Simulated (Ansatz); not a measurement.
# LiSi (Fd-3m): test of the smearing width from a Python script

How much does the smearing width move the energy of LiSi (Fd-3m)? A script is to give a test of the smearing width; the system is LiSi (Fd-3m).

Computed with Ansatz 0.2.0, driven from Python. Level of theory: DFT r2SCAN+D4, plane waves, PAW.

### Step 1. The system

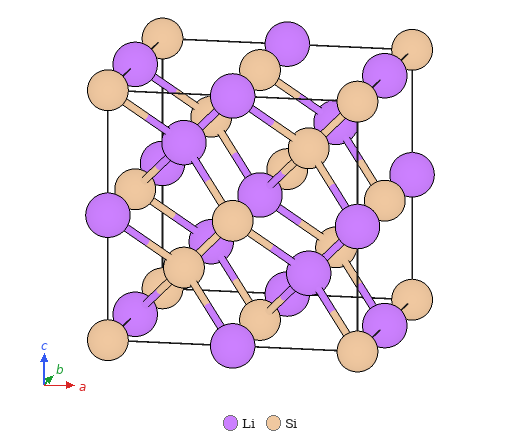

The starting structure, viewed slightly off an axis; lithium purple, silicon light orange. The cell is the conventional one. Atoms on cell faces are repeated.

No structure file is read: the coordinates are typed or built in the script.

### Step 2. The script

Input file lisi_smear.py:

```python
'''Smearing width test for LiSi.'''

import csv

import ansatz

xtal = (
    ansatz.Lattice.fcc(6.22121)
    .space_group(227, origin_choice=1)
    .atom('Li', [0.5, 0.0, 0.5])
    .atom('Si', [0.25, 0.75, 0.25])
    .primitive()
)

base = (
    xtal.calculation()
    .functional(ansatz.Functional.R2SCAN, dispersion='D4')
    .kpoints(7)
)

rows = []
for value in [0.25, 0.15, 0.1, 0.05, 0.025]:
    rep = base.occupations('gaussian', width=value).run(threads=1, backend='cpu').report
    rows.append((value, rep['free_energy_ev'] / len(rep['lattice']['sites']), rep['n_iterations'], rep['n_kpoints']))

with open('smear.csv', 'w', newline='') as handle:
    writer = csv.writer(handle)
    writer.writerow(['width (eV)', 'F/atom (eV)', 'iterations', 'k-points'])
    writer.writerows([round(v, 5) if isinstance(v, float) else v for v in row] for row in rows)

# differences from the last row
for row in rows[:-1]:
    shift = 1000 * (row[1] - rows[-1][1])
    print(f'{row[0]}: {shift:+.2f} meV/atom' + ('  (within 1 meV)' if abs(shift) < 1 else ''))
```

### Step 3. The calls as engine input

The engine receives this input (first run):

```yaml
crystal:
  lattice:
    bravais: fcc
    a: 6.22121
  space_group: 227
  setting:
    origin_choice: 1
  atoms:
    - { symbol: Li, position: [0.5, 0.0, 0.5] }
    - { symbol: Si, position: [0.25, 0.75, 0.25] }
  reduce_to_primitive: true
kpoints:
  mp_grid:
    grid: [7, 7, 7]
hamiltonian:
  xc: r2scan
  dispersion: d4
scf:
  occupations:
    method: gaussian
    width: 0.25
```

### Step 4. Running it

Command:

```bash
$ python lisi_smear.py
```

Log:

```text
DeckWarning: basis.ecutwfc = 500 eV, auto-derived from the records' recommended cutoffs: set by Li (their level for a meta-GGA)
0.25: -12.29 meV/atom
0.15: -4.57 meV/atom
0.1: -1.99 meV/atom
0.05: -0.48 meV/atom  (within 1 meV)
```

(Warnings from the package without file and line.)

It took 15 s on 1 thread of Arm Neoverse V1, shared host; peak memory 0.48 GiB.

It wrote smear.csv:

```csv
width (eV),F/atom (eV),iterations,k-points
0.25,-422.02467,7,20
0.15,-422.01695,7,20
0.1,-422.01437,7,20
0.05,-422.01286,7,20
0.025,-422.01238,6,20
```

### Step 5. What changed from run to run

The engine's inputs for some of the other runs:

Run 2, against run 1:

```diff
@@ -21 +21 @@
-    width: 0.25
+    width: 0.15
```

Run 3, against run 1:

```diff
@@ -21 +21 @@
-    width: 0.25
+    width: 0.1
```

Run 4, against run 1:

```diff
@@ -21 +21 @@
-    width: 0.25
+    width: 0.05
```

Lines on the test bed's own set-up are left out of the output.

### Step 6. The engine's runs

One row for each of the 5 runs:

| run | width (eV) | energy from run 5 (meV/atom) | the same at zero width (meV/atom) | SCF cycles | CPU time (s) |
| --- | --- | --- | --- | --- | --- |
| 1 | 0.25 | -12.29 | -1.29 | 7 | 3.4 |
| 2 | 0.15 | -4.57 | -0.16 | 7 | 2.8 |
| 3 | 0.1 | -1.99 | -0.19 | 7 | 2.8 |
| 4 | 0.05 | -0.48 | -0.16 | 7 | 2.8 |
| 5 | 0.025 | 0.00 | 0.00 | 6 | 2.7 |

Energies are free energies F = E - TS of the smeared occupations. 

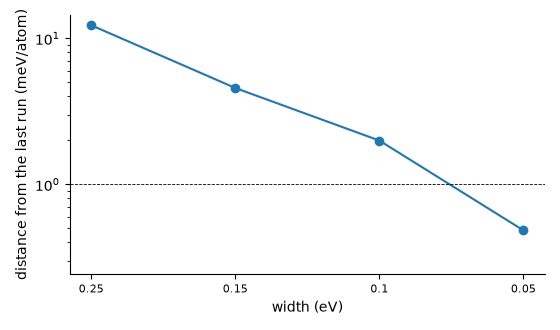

How far each run lies from the last one; the dashed line marks 1 meV/atom.

### Step 7. What came out

```
                              quantity           value
                         runs compared               5
       last run but one, from the last  -0.48 meV/atom
within 5 meV/atom of the last run from            0.15
```

In words: Going from 0.025 to 0.25 eV changes F by -12.3 meV an atom. With this scheme F falls roughly as the square of the width; the report's estimate for zero width (energy_sigma0_ev) moves by only -1.3 meV. Reading the output:
- For a metal this k-point mesh is coarse: on a finer one energies can move by several to tens of meV an atom and pressures by half a GPa or more, differences at one mesh by less.
- The free energy holds a sizeable smearing term, which stands for no physical temperature.
- The narrowest width needs the finest mesh, so the last row is no converged reference.
- The structure comes from a database of computed cells and needn't be a stable or known phase.
